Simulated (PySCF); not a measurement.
**Au2: electronic excitations at several levels of theory**

How much do the electronic excitations of Au2 (`[Au][Au]`) depend on the level of theory, and what does each level cost?

The runs use PySCF 2.14.0, with density-fitted response routines of our own; the level of theory stands in each step. All values are computed, except where a source is named. Atoms are numbered from 0 throughout.

## Step 1: The molecule as given

2 atoms, charge 0, multiplicity 1; geometry from: GFN2-xTB.

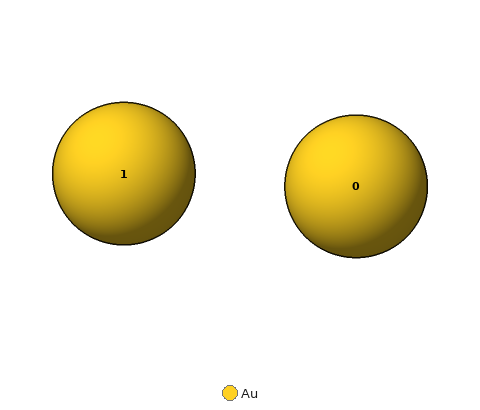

The starting geometry (gold amber), atoms numbered.

## Step 2: Geometry optimisation at PBE0-D3(BJ)/def2-TZVP

Job settings and geometry (Å):

```
{"job": {"xc": "PBE0", "basis": "def2-TZVP", "d3": "d3bj", "grid": 2, "kind": "geom"}, "charge": 0, "multiplicity": 1}
Au     0.000000     0.000000     0.000000
Au     0.000000     0.000000     2.496800
```

What it wrote:

```text
step   0  E = -271.47893348  max force = 0.006353
step   1  E = -271.47907595  max force = 0.001800
step   2  E = -271.47909154  max force = 0.000117
step   3  E = -271.47909168  max force = 0.000002
optimisation converged
```

Run time: 6 s. Hardware: 4 threads of Arm Neoverse V1, shared host.

Relaxation path:

```csv
step,energy from step 0 (eV),largest force component (eV/Å)
0,0.0000,0.3267
1,-0.0039,0.0926
2,-0.0043,0.0060
3,-0.0043,0.0001
```

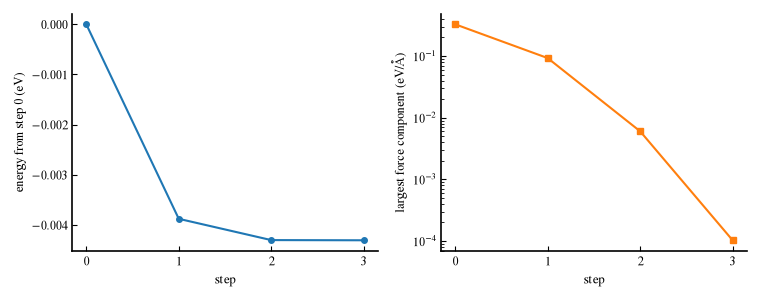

Energy and force, step by step.

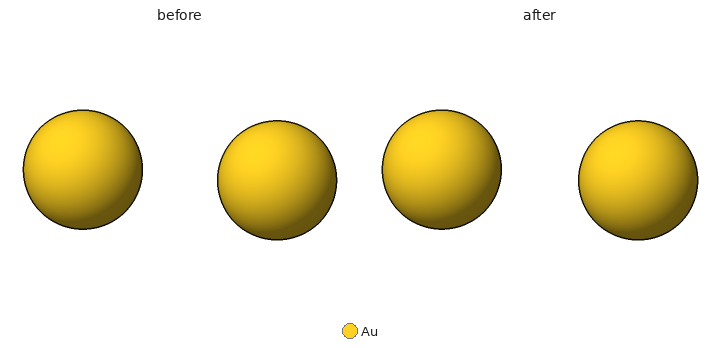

Before and after, at one scale.

The bond:

```csv
bond,before (Å),after (Å),change (Å)
Au0–Au1,2.497,2.524,+0.028
```

The final coordinates are the input of the step that follows.

```csv
at the end point,value
point group (found at 0.08 Å tolerance),D∞h
"rotational constants (GHz, main isotopes)","0.805, 0.805"
dipole moment (D),0.00
```

## Step 3: Excited states and response: CAM-B3LYP/def2-TZVPD

Job settings and geometry (Å):

```
{"job": {"kind": "uv", "xc": "CAM-B3LYP", "basis": "def2-TZVPD", "nstates": 12, "ntriplets": 4}, "charge": 0, "multiplicity": 1}
Au    -0.000000    -0.000000    -0.013784
Au     0.000000     0.000000     2.510584
```

Level: TDDFT CAM-B3LYP/def2-TZVPD, vertical, gas phase, core orbitals frozen in the response.

What it wrote:

```text
coarse grid: 17872 points
cycle   1  E = -270.2149749630  dE = -3.041e+01  |g| = 2.592e+00  |ddm| = 1.227e+01
cycle   2  E = -266.1394056420  dE =  4.076e+00  |g| = 5.119e+00  |ddm| = 6.010e+00
cycle   3  E = -271.3604427941  dE = -5.221e+00  |g| = 3.187e-01  |ddm| = 4.619e+00
cycle   4  E = -271.3868002610  dE = -2.636e-02  |g| = 1.448e-01  |ddm| = 6.225e-01
cycle   5  E = -271.3896951450  dE = -2.895e-03  |g| = 4.449e-02  |ddm| = 1.306e-01
cycle   6  E = -271.3900386214  dE = -3.435e-04  |g| = 8.338e-03  |ddm| = 3.315e-02
cycle   7  E = -271.3900670996  dE = -2.848e-05  |g| = 1.254e-03  |ddm| = 1.656e-02
cycle   8  E = -271.3900706866  dE = -3.587e-06  |g| = 3.388e-04  |ddm| = 7.760e-03
final grid: 31184 points
cycle   9  E = -271.3900260030  dE = -1.657e-07  |g| = 2.273e-04  |ddm| = 1.238e-03
cycle  10  E = -271.3900260474  dE = -4.439e-08  |g| = 2.084e-04  |ddm| = 7.190e-04
cycle  11  E = -271.3900260607  dE = -1.332e-08  |g| = 6.313e-05  |ddm| = 2.011e-04
cycle  12  E = -271.3900260712  dE = -1.057e-08  |g| = 2.804e-05  |ddm| = 5.294e-04
cycle  13  E = -271.3900260714  dE = -1.664e-10  |g| = 2.429e-06  |ddm| = 3.499e-05
converged SCF energy = -271.3900260714

Static polarisability (au): isotropic 73.697, principal 56.304 56.304 108.483

Singlet excitations
state   eV       nm        f      main configurations
  1   2.8336    437.6   0.00000   H-1->L 0.97
  2   2.9234    424.1   0.00882   H-3->L 0.82, H-2->L 0.16
  3   2.9234    424.1   0.00882   H-2->L 0.82, H-3->L 0.16
  4   2.9680    417.7   0.17375   H->L 0.90
  5   3.1203    397.3   0.00000   H-4->L 0.96
  6   3.1205    397.3   0.00000   H-5->L 0.96
  7   3.4533    359.0   0.00000   H-6->L 0.95
  8   3.4536    359.0   0.00000   H-7->L 0.95
  9   4.4644    277.7   0.00000   H-8->L 0.57, H-9->L 0.33
 10   4.4644    277.7   0.00000   H-9->L 0.57, H-8->L 0.33
 11   5.5218    224.5   0.01948   H-10->L 0.40, H-3->L+1 0.17, H-2->L+2 0.17
 12   5.6061    221.2   0.23265   H->L+1 0.83

Triplet excitations (Tamm-Dancoff, eV): 1.9575 2.2561 2.3811 2.3811
```

Run time: 5.8 s. Hardware: 4 threads of Arm Neoverse V1, shared host.

The orbitals next to the gap, with their largest atomic shares:

```csv
orbital,eV,atoms
HOMO−3,-9.16,"Au1 50 %, Au0 50 %"
HOMO−2,-9.16,"Au1 50 %, Au0 50 %"
HOMO−1,-9.00,"Au0 50 %, Au1 50 %"
HOMO,-8.18,"Au1 50 %, Au0 50 %"
LUMO,-2.51,"Au0 50 %, Au1 50 %"
LUMO+1,0.16,"Au0 50 %, Au1 50 %"
LUMO+2,0.16,"Au0 50 %, Au1 50 %"
```

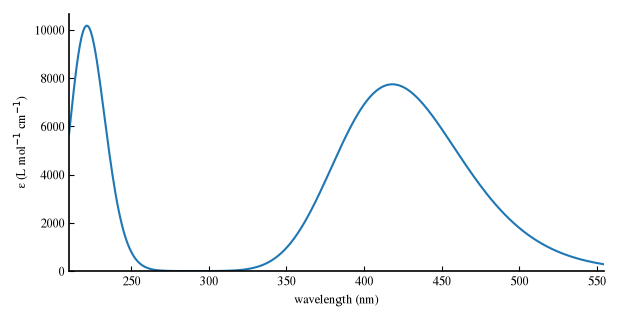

Absorption spectrum: each of the 12 states is a Gaussian band of 0.4 eV half-width at 1/e. Beyond the last state computed it falls off for lack of states.

Ground-state properties from the same run:

```csv
property,computed
dipole moment (D),0.00
polarisability (Å³),10.92
HOMO–LUMO gap (eV),5.67
−ε(HOMO) (eV),8.18
```

## Step 4: TDDFT and polarisability: PBE0/def2-TZVPD

Job settings and geometry (Å):

```
{"job": {"kind": "uv", "xc": "PBE0", "basis": "def2-TZVPD", "nstates": 12, "ntriplets": 4}, "charge": 0, "multiplicity": 1}
Au    -0.000000    -0.000000    -0.013784
Au     0.000000     0.000000     2.510584
```

Method: TDDFT PBE0/def2-TZVPD, vertical, gas phase, core orbitals frozen in the response.

What it wrote:

```text
coarse grid: 17872 points
cycle   1  E = -270.1722632670  dE = -3.020e+01  |g| = 2.690e+00  |ddm| = 1.235e+01
cycle   2  E = -255.7751898090  dE =  1.440e+01  |g| = 7.382e+00  |ddm| = 8.330e+00
cycle   3  E = -271.4206288741  dE = -1.565e+01  |g| = 4.003e-01  |ddm| = 7.367e+00
cycle   4  E = -271.4748040739  dE = -5.418e-02  |g| = 1.456e-01  |ddm| = 1.024e+00
cycle   5  E = -271.4777697251  dE = -2.966e-03  |g| = 6.378e-02  |ddm| = 1.078e-01
cycle   6  E = -271.4783953104  dE = -6.256e-04  |g| = 1.236e-02  |ddm| = 4.438e-02
cycle   7  E = -271.4784239414  dE = -2.863e-05  |g| = 1.337e-03  |ddm| = 9.331e-03
cycle   8  E = -271.4784243327  dE = -3.913e-07  |g| = 5.718e-05  |ddm| = 1.535e-03
final grid: 31184 points
cycle   9  E = -271.4783774769  dE = -1.054e-08  |g| = 2.977e-05  |ddm| = 3.328e-04
cycle  10  E = -271.4783774773  dE = -3.708e-10  |g| = 2.584e-05  |ddm| = 7.471e-05
converged SCF energy = -271.4783774773

Static polarisability (au): isotropic 72.611, principal 55.174 55.174 107.486

Singlet excitations
state   eV       nm        f      main configurations
  1   2.8501    435.0   0.00000   H-1->L 0.99
  2   2.9342    422.5   0.00863   H-3->L 0.99
  3   2.9342    422.5   0.00862   H-2->L 0.99
  4   3.0354    408.5   0.18342   H->L 0.93
  5   3.1546    393.0   0.00000   H-4->L 0.99
  6   3.1548    393.0   0.00000   H-5->L 0.99
  7   3.4846    355.8   0.00000   H-6->L 0.99
  8   3.4849    355.8   0.00000   H-7->L 0.99
  9   4.5032    275.3   0.00000   H-8->L 0.97
 10   4.5032    275.3   0.00000   H-9->L 0.97
 11   5.6315    220.2   0.01425   H-10->L 0.44, H-2->L+2 0.24, H-3->L+1 0.24
 12   5.7354    216.2   0.25351   H->L+1 0.88

Triplet excitations (Tamm-Dancoff, eV): 2.0075 2.2504 2.3828 2.3828
```

Run time: 4.4 s. Hardware: 4 threads of Arm Neoverse V1, shared host.

In short: HOMO -7.09 eV, LUMO -3.34 eV; lowest singlet 2.85 eV.

## Step 5: Excited states and response: PBE/def2-TZVPD

Job settings and geometry (Å):

```
{"job": {"kind": "uv", "xc": "PBE", "basis": "def2-TZVPD", "nstates": 12, "ntriplets": 4}, "charge": 0, "multiplicity": 1}
Au    -0.000000    -0.000000    -0.013784
Au     0.000000     0.000000     2.510584
```

Method: TDDFT PBE/def2-TZVPD, vertical, gas phase, core orbitals frozen in the response.

What it wrote:

```text
coarse grid: 17872 points
cycle   1  E = -269.9738002843  dE = -2.956e+01  |g| = 2.906e+00  |ddm| = 1.235e+01
cycle   2  E = -246.7593053685  dE =  2.321e+01  |g| = 8.301e+00  |ddm| = 9.074e+01
cycle   3  E = -271.5045393846  dE = -2.475e+01  |g| = 4.032e-01  |ddm| = 9.064e+01
cycle   4  E = -271.5570464145  dE = -5.251e-02  |g| = 2.840e-01  |ddm| = 1.462e+00
cycle   5  E = -271.5734958581  dE = -1.645e-02  |g| = 8.903e-02  |ddm| = 3.851e-01
cycle   6  E = -271.5748898258  dE = -1.394e-03  |g| = 2.113e-02  |ddm| = 8.565e-02
cycle   7  E = -271.5749673895  dE = -7.756e-05  |g| = 5.652e-03  |ddm| = 1.955e-02
cycle   8  E = -271.5749748065  dE = -7.417e-06  |g| = 5.033e-04  |ddm| = 8.931e-03
final grid: 31184 points
cycle   9  E = -271.5749147926  dE =  7.752e-08  |g| = 9.124e-04  |ddm| = 1.413e-03
cycle  10  E = -271.5749144813  dE =  3.113e-07  |g| = 1.632e-03  |ddm| = 2.075e-03
cycle  11  E = -271.5749149451  dE = -4.638e-07  |g| = 6.487e-05  |ddm| = 1.250e-03
cycle  12  E = -271.5749149460  dE = -8.832e-10  |g| = 1.697e-05  |ddm| = 1.098e-04
converged SCF energy = -271.5749149460

Static polarisability (au): isotropic 71.599, principal 54.341 54.341 106.115

Singlet excitations
state   eV       nm        f      main configurations
  1   2.3595    525.5   0.00000   H->L 1.00
  2   2.3875    519.3   0.00639   H-2->L 0.84, H-1->L 0.15
  3   2.3875    519.3   0.00638   H-1->L 0.84, H-2->L 0.15
  4   2.4784    500.3   0.00000   H-4->L 1.00
  5   2.4787    500.2   0.00000   H-5->L 1.00
  6   2.7737    447.0   0.12592   H-3->L 0.96
  7   2.7882    444.7   0.00000   H-6->L 1.00
  8   2.7885    444.6   0.00000   H-7->L 1.00
  9   3.8424    322.7   0.00000   H-9->L 0.97
 10   3.8424    322.7   0.00000   H-8->L 0.97
 11   5.1538    240.6   0.00207   H-10->L 0.42, H-1->L+2 0.24, H-2->L+1 0.24
 12   5.2183    237.6   0.00000   H->L+2 0.84, H->L+1 0.11

Triplet excitations (Tamm-Dancoff, eV): 1.7856 1.8638 1.8638 1.9323
```

It took 3.5 s on 4 threads of Arm Neoverse V1, shared host.

This run: HOMO -6.32 eV, LUMO -4.28 eV; lowest singlet 2.36 eV.

## Step 6: Ultraviolet spectrum: B3LYP/def2-TZVPD

Job settings and geometry (Å):

```
{"job": {"kind": "uv", "xc": "B3LYP", "basis": "def2-TZVPD", "nstates": 12, "ntriplets": 4}, "charge": 0, "multiplicity": 1}
Au    -0.000000    -0.000000    -0.013784
Au     0.000000     0.000000     2.510584
```

Method: TDDFT B3LYP/def2-TZVPD, vertical, gas phase, core orbitals frozen in the response.

What it wrote:

```text
coarse grid: 17872 points
cycle   1  E = -270.1953106131  dE = -3.000e+01  |g| = 2.759e+00  |ddm| = 1.234e+01
cycle   2  E = -251.3362487991  dE =  1.886e+01  |g| = 8.003e+00  |ddm| = 5.783e+01
cycle   3  E = -271.5381901019  dE = -2.020e+01  |g| = 3.520e-01  |ddm| = 5.769e+01
cycle   4  E = -271.5868253266  dE = -4.864e-02  |g| = 1.729e-01  |ddm| = 1.148e+00
cycle   5  E = -271.5922078207  dE = -5.382e-03  |g| = 4.586e-02  |ddm| = 1.303e-01
cycle   6  E = -271.5925250987  dE = -3.173e-04  |g| = 1.467e-02  |ddm| = 3.089e-02
cycle   7  E = -271.5925655709  dE = -4.047e-05  |g| = 1.672e-03  |ddm| = 1.234e-02
cycle   8  E = -271.5925661143  dE = -5.434e-07  |g| = 7.902e-05  |ddm| = 1.492e-03
final grid: 31184 points
cycle   9  E = -271.5925266990  dE = -7.454e-09  |g| = 1.176e-04  |ddm| = 4.065e-04
cycle  10  E = -271.5925266962  dE =  2.866e-09  |g| = 1.767e-04  |ddm| = 2.313e-04
cycle  11  E = -271.5925267015  dE = -5.331e-09  |g| = 3.445e-06  |ddm| = 1.419e-04
cycle  12  E = -271.5925267015  dE = -3.581e-12  |g| = 3.244e-06  |ddm| = 7.348e-06
converged SCF energy = -271.5925267015

Static polarisability (au): isotropic 72.681, principal 54.926 54.926 108.189

Singlet excitations
state   eV       nm        f      main configurations
  1   2.6649    465.2   0.00000   H-1->L 0.99
  2   2.7380    452.8   0.00756   H-3->L 0.56, H-2->L 0.43
  3   2.7380    452.8   0.00756   H-2->L 0.56, H-3->L 0.43
  4   2.9140    425.5   0.00000   H-4->L 0.99
  5   2.9142    425.4   0.00000   H-5->L 0.99
  6   2.9354    422.4   0.16479   H->L 0.93
  7   3.2416    382.5   0.00000   H-6->L 0.99
  8   3.2418    382.5   0.00000   H-7->L 0.99
  9   4.2745    290.1   0.00000   H-8->L 0.67, H-9->L 0.32
 10   4.2745    290.1   0.00000   H-9->L 0.67, H-8->L 0.32
 11   5.4469    227.6   0.01088   H-10->L 0.45, H-3->L+1 0.16, H-2->L+2 0.16
 12   5.5524    223.3   0.00000   H-1->L+1 0.96

Triplet excitations (Tamm-Dancoff, eV): 1.9758 2.0942 2.2175 2.2175
```

Wall time 4.4 s (4 threads of Arm Neoverse V1, shared host).

In short: HOMO -7.05 eV, LUMO -3.69 eV; lowest singlet 2.66 eV.

## Step 7: Comparing the runs: electronic excitations

Excitations and ground-state properties, with basis size and wall time:

```csv
run,lowest singlet (eV),brightest (eV),f,gap (eV),α (Å³),μ (D),functions,time
CAM-B3LYP/def2-TZVPD,2.83,5.61,0.233,5.67,10.92,0.00,86,5.8 s
PBE0/def2-TZVPD,2.85,5.74,0.254,3.75,10.76,0.00,86,4.4 s
PBE/def2-TZVPD,2.36,2.77,0.126,2.04,10.61,0.00,86,3.5 s
B3LYP/def2-TZVPD,2.66,2.94,0.165,3.36,10.77,0.00,86,4.4 s
```

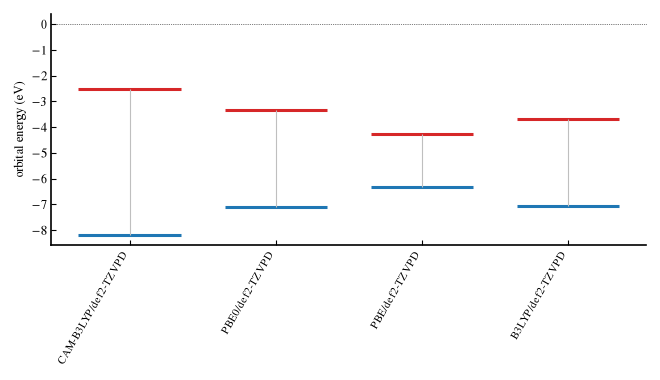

HOMO (blue) and LUMO (red) run by run.

## Step 8: Results

| quantity | value |
| --- | --- |
| point group | D∞h |
| rotational constants (main isotopes) | 0.81, 0.81 GHz |
| lowest singlet (CAM-B3LYP/def2-TZVPD) | 2.83 eV (438 nm), f = 0.000 |
| brightest single state of those computed | state 12, 5.61 eV, f = 0.233 |
| lowest triplet | 1.96 eV |
| range of the lowest singlet | 2.36 to 2.85 eV |

What this shows: Single values in the summary come from the first run of each kind that ended normally (CAM-B3LYP/def2-TZVPD), which need not be the best level. Relaxing lowered the energy by 0.004 eV in 3 steps; the close pair that moved most is Au0–Au1, from 2.497 to 2.524 Å. The lowest singlet, at 2.83 eV, is HOMO−1→LUMO 0.97 and is dark; of the 12 states computed, the strongest absorption comes from state 12 at 5.61 eV (the last computed, so partners may be missing). State 4 absorbs in the visible (418 nm). The lowest triplet lies 0.88 eV below the lowest singlet (triplets in Tamm-Dancoff, singlets in full TDDFT). Spin-orbit coupling, left out, mixes singlets and triplets in elements this heavy. The lowest singlet runs from 2.36 eV (PBE/def2-TZVPD) to 2.85 eV (PBE0/def2-TZVPD), while the orbital gap spans 2.04 to 5.67 eV: the excitation energy moves far less from run to run than the orbital gap does. The lowest state need not be the same one in every run. The runs solved for a few states only, so the brightest column depends on that window.
